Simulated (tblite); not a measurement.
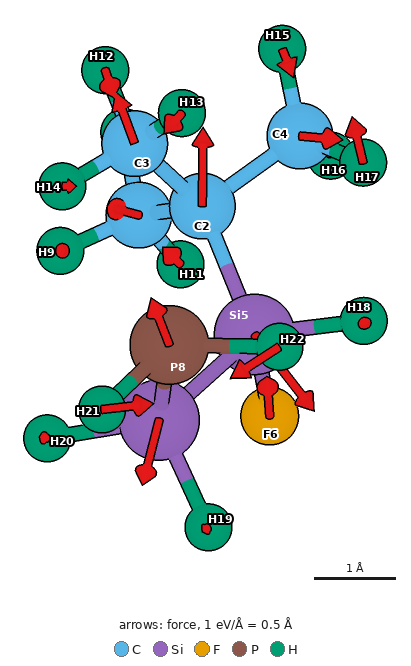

Starting geometry of C₄H₁₄FPSi₂ with the computed forces as red arrows. A ball-and-stick model, seen from a free direction.

The calculation used GFN2-xTB geometry optimisation, gas phase in tblite. 

Is this structure relaxed? If not, where do the atoms go?

It isn't relaxed: the largest force vector, on a Si atom, is 2.75 eV/Å. The final displacements have little in common with the starting forces (cosine between the two patterns 0.09). Over 235 geometry steps the energy falls by 1.375 eV. An H atom moves most after the best rigid fit: 1.76 Å. Largest moves by element: H 1.76 Å, P 1.55 Å, C 0.89 Å, F 0.81 Å, Si 0.47 Å. Among the contacts that change: Si–Si 2.200 → 2.312 Å, C–Si 1.823 → 1.923 Å, F–Si 1.707 → 1.623 Å, H–P 1.459 → 1.383 Å. Bond angles that change, for instance: H–P–H 108.8° → 92.3°, Si–P–H 111.1° → 95.0°, Si–Si–H 107.1° → 118.9°. Groups turn about C–Si by about 40°, Si–Si by about 30°, C–C by about 30°. The run took 5.7 s on 1 thread of Intel(R) Xeon(R) Platinum 8259CL CPU @ 2.50GHz (shared host).
